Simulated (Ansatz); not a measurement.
# Band edges and screening of W₂C MXenes

How do lattice constant, gap, band edges against the vacuum and out-of-plane screening change with the termination?

**Method.** Ansatz 0.2.0, plane waves with PAW datasets (its set soft_2), PBE with D3(BJ) or D4 dispersion as listed, spin-polarised where a moment is listed. Cell and atoms are relaxed, then single points with 18 Å of vacuum and a dipole correction give the bands along the symmetry path and the vacuum levels; the slope of the dipole p over the fields up to 0.1 V/Å along the normal (atoms held, so electronic screening alone; stronger fields, where run, are left out of the fit) is quoted as p/(ε₀AE), the thickness of a perfect conductor with the same dipole.

What came out:

```
       layer  upper / lower face  dispersion  moment (μB a cell)  a (Å)  gap (eV)  ionisation energy (eV)  affinity (eV)  work function (eV)  vacuum step (eV)  outer atoms apart (Å)  equivalent conductor (Å)
 W2CO2 MXene               O / O          D3                   -   3.10      none                       -              -                5.86              0.00                   4.49                      5.46
 W2COS MXene               O / S          D3                   -   3.16      none                       -              -                5.76             +0.84                   4.95                      6.44
 W2CS2 MXene               S / S          D3                   -   3.24      none                       -              -                5.05              0.00                   5.38                      7.33
 W2CF2 MXene               F / F          D3                   -   3.29      none                       -              -                4.34              0.00                   4.56                      5.04
W2CCl2 MXene             Cl / Cl          D3                   -   3.35      none                       -              -                3.96              0.00                   5.45                      6.98
```

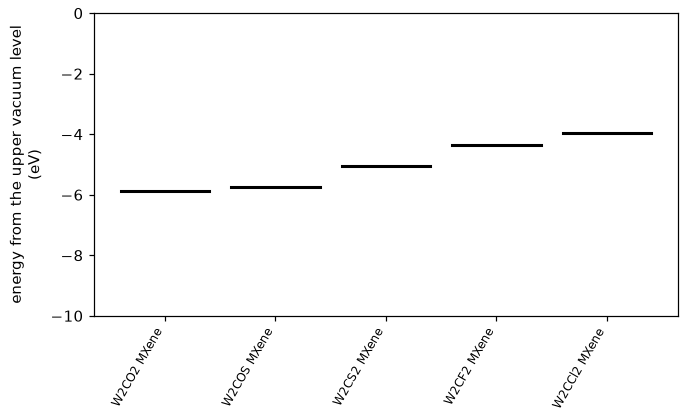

Fermi levels of gapless layers (black) against the vacuum level above the layer.

**Answer.** The rows are sorted by lattice constant, from 3.10 Å (W2CO2 MXene) to 3.35 Å (W2CCl2 MXene). Not one of the 5 layers has a gap over 0.05 eV. The equivalent conductor thickness less the distance between the outer atoms runs from +0.5 to +1.9 Å. The work functions of the gapless layers run from 3.96 eV (W2CCl2 MXene) to 5.86 eV (W2CO2 MXene). W2COS MXene carries a dipole and a step between the vacuum levels, 0.84 eV.

Caveats: The layers are built from prototypes, and no phonons were run to test their stability; OH-capped layers and open-shell layers run without spin are not listed. Spin-orbit coupling is left out. In the rows with elements from Sb on, spin-orbit coupling can change gaps by tenths of an eV. The terminations sit over the metal atoms of the far layer; the site over carbon or nitrogen, which some of these compounds prefer, was not run. Edges and work functions are for the upper face; the vacuum step is the upper vacuum level less the lower. The table is a selection: not every member that was run is listed.

[Logs are printed without paths, hosts, clocks, repeated set-up lines and the standing remarks that a program may print on its own settings, such as how far it seeks lower states.]
